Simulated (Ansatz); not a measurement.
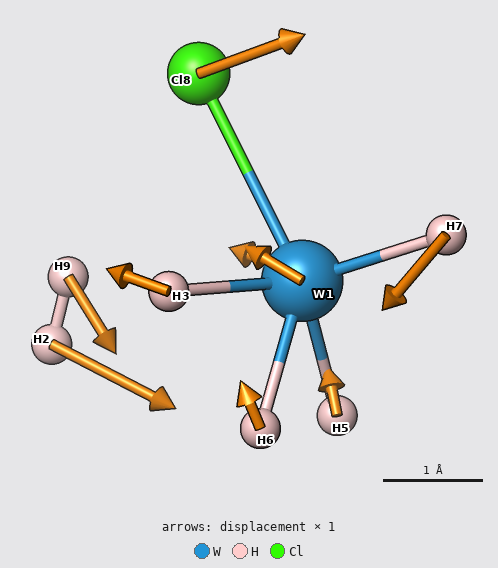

A relaxation of WH7Cl. The starting structure is drawn; orange arrows show the displacements, at their true length. The two geometries are superimposed by the best rigid fit.

Style: ball-and-stick. Shown at a tilt.

The run prepares an end point of a later path (reaction) calculation, from a guessed geometry.

Theory: Ansatz 0.2.0, RKS BHLYP/def2-SVP. (no spin polarisation; force threshold 0.03 eV/Å; at most 50 steps)

Question: What happened in the run?

Answer: After 15 geometry steps the energy has fallen by 1.394 eV. The largest force component goes from 1.1 to 0.017 eV/Å. The largest move after the best rigid fit is that of an H atom, 1.53 Å. By element the largest moves are H 1.53 Å, Cl 1.29 Å, W 0.73 Å. Some distances before and after: H–W 2.916 → 1.853 Å, H–W 2.635 → 1.845 Å, H–H 0.718 → 0.853 Å, Cl–W 2.374 → 2.293 Å. New bonds form, among them: H–W (2.63 → 1.84 Å), H–W (2.92 → 1.85 Å). Among the angles between lasting bonds that change: H–W–H 106.9° → 58.6°, H–W–H 106.3° → 58.6°, H–W–Cl 77.0° → 104.1°. Cost: 61 s on 1 thread of Arm Neoverse V2, with other jobs on the host, peak memory 0.16 GiB.

Limits of the set-up: the start holds two separate molecules, 2.3 Å apart at their closest, whose relative position is a soft coordinate and is computed without a dispersion correction.
